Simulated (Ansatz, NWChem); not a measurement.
# Errors in the dipole moment

6 molecules holding an element from Na to Cl; the dipole moment in D, computed less measured. Shapes, held fixed at every level: PBE0-D4/def2-TZVP. No vibrational averaging. Dipoles are compared by magnitude; molecules under 1 D, whose direction can flip, are left out. Programs: Ansatz 0.2.0, NWChem 7.3.0. Measured values: NIST CCCBDB.

Levels: A = PBE-D4/def2-TZVPP; B = B3LYP/6-31G* (Cartesian functions); C = wB97M-V/def2-TZVPP.

```json
{"molecule": "PF3 (phosphorus trifluoride)", "measured": "1.03", "A": "-0.19", "B": "-0.05", "C": "+0.04"}
{"molecule": "CH2Cl2 (dichloromethane)", "measured": "1.60", "A": "-0.04", "B": "+0.21", "C": "+0.03"}
{"molecule": "CH3Cl (SMILES CCl)", "measured": "1.87", "A": "-0.05", "B": "+0.14", "C": "+0.01"}
{"molecule": "CHCl2F (SMILES FC(Cl)Cl)", "measured": "1.29", "A": "-0.13", "B": "+0.05", "C": "-0.04"}
{"molecule": "SiH3Cl (chlorosilane)", "measured": "1.31", "A": "-0.15", "B": "+0.37", "C": "-0.07"}
{"molecule": "C2H5Cl (chloroethane)", "measured": "2.05", "A": "-0.07", "B": "+0.11", "C": "-0.01"}
```

Task: Which level does best on this set, which worst, and which err to one side?

Result: 
```
                             level                    kind  mean error  mean absolute error  worst case
                 PBE-D4/def2-TZVPP                     GGA      -0.105                0.105         PF3
B3LYP/6-31G* (Cartesian functions)           global hybrid      +0.138                0.155      SiH3Cl
                wB97M-V/def2-TZVPP  range-separated hybrid      -0.007                0.033      SiH3Cl
```

On this set wB97M-V/def2-TZVPP has the smallest mean absolute error and B3LYP/6-31G* (Cartesian functions) the largest. PBE-D4/def2-TZVPP is too low in 6 of 6; B3LYP/6-31G* (Cartesian functions) is too high in 5 of 6. The levels differ in basis as well as in method. The set is small.

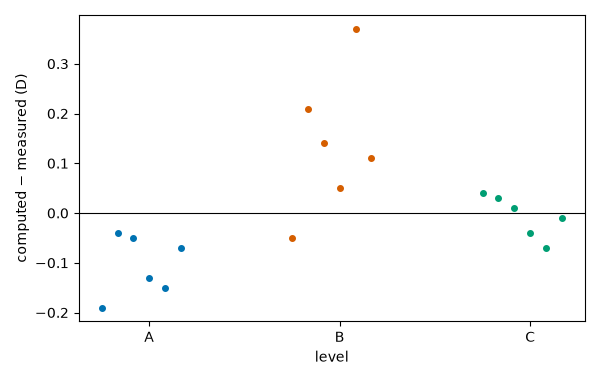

Errors of each level, one point a molecule.
